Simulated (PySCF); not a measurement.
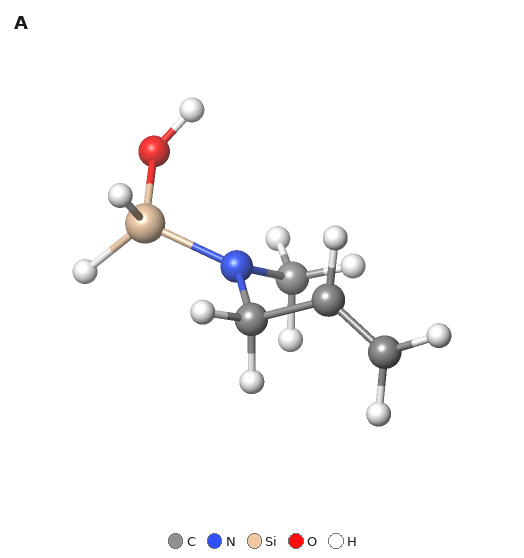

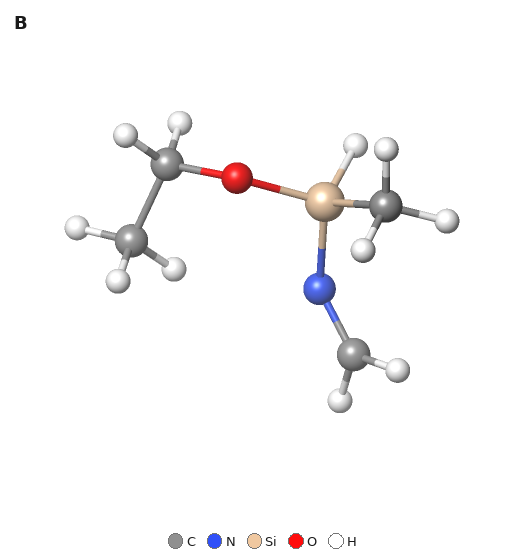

2 stationary structures of one formula. Geometries: GFN2-xTB. Electronic energies: PBE0/def2-SVPD (PySCF 2.14.0), without zero-point energy. No frequency run is at hand to confirm each as a minimum. Each is one conformer, not always the lowest.

Question: How are they related?

Answer: They are constitutional isomers of C4H11NOSi: A `C=CCN(C)[SiH2]O`, B `C=N[Si@H](C)OCC`.

Question: Which is lowest in energy, and by how much?

Answer: B is lowest; A lies 22.6 kJ/mol above it.

The geometry is semi-empirical. Around Si such bond lengths and angles can be off by a tenth of an ångström or more and by several degrees, and values that hang on the shape move with them.
